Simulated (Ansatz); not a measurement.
The calculation's input:

```
crystal:
  periodic: [false, false, false]
  atoms:
    - { symbol: Ga, position_ang: [-0.333651, 1.907819, 1.529268] }
    - { symbol: "N", position_ang: [0.54134, -0.703761, -0.121847] }
    - { symbol: C, position_ang: [-0.269093, -1.362055, -1.134042] }
    - { symbol: H, position_ang: [-1.822042, 2.043, 1.080227] }
    - { symbol: H, position_ang: [0.335315, 1.702152, 2.922506] }
    - { symbol: H, position_ang: [0.983841, 0.137818, -0.488727] }
    - { symbol: F, position_ang: [0.819653, 2.20426, 0.194781] }
    - { symbol: H, position_ang: [1.276659, -1.319348, 0.213654] }
    - { symbol: H, position_ang: [-0.811373, -2.199533, -0.683947] }
    - { symbol: H, position_ang: [-1.016515, -0.659435, -1.513688] }
    - { symbol: H, position_ang: [0.295765, -1.750817, -1.998186] }
basis:
  gaussian: { orbitals: def2-mTZVP }
hamiltonian:
  xc: pbe0
  dispersion: d4
relax:
  f_tol: 0.03
  max_steps: 50
output:
  orbitals: {}
```

Run with:

```sh
ansatz run input.yaml --threads 2 --pin off --max-ram 3072MiB --backend cpu --events-out ev --progress --plain --runs-dir out
```

The fields are those of the run's last geometry, not of the input's.

The calculation used RKS PBE0-D4/def2-mTZVP in Ansatz.

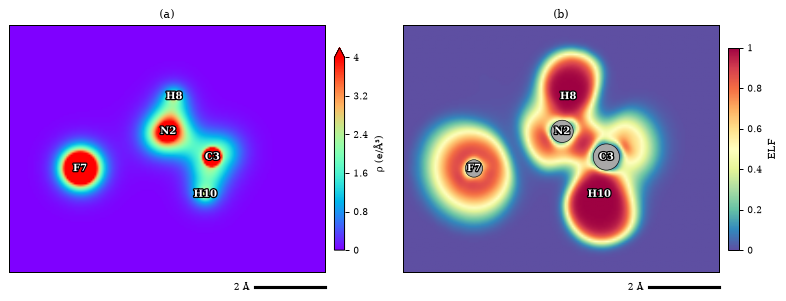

CH$_{7}$FGaN. (a) total electron density; (b) ELF on the plane of atoms C3, N2 and H8. Grey discs cover the atomic cores in the ELF map.

What does the map show?

- The plane passes through N, C, F and H nuclei.
- C–N (1.47 Å): ρ is about 1.8 e/Å³ halfway; the ELF peaks at about 0.95 between the atoms (a shared electron pair).
- N–H (1.02 Å): the density is about 2.9 e/Å³ at the midpoint; the ELF climbs to about 1 towards the hydrogen, as it does in any bond to H (a covalent bond by its length).
- C–H (1.09 Å): ρ at the midpoint is about 2 e/Å³; the ELF climbs to about 1 towards the hydrogen; an ordinary covalent bond to hydrogen.
- The ELF also peaks beside F7, away from the bonds: lone-pair regions.
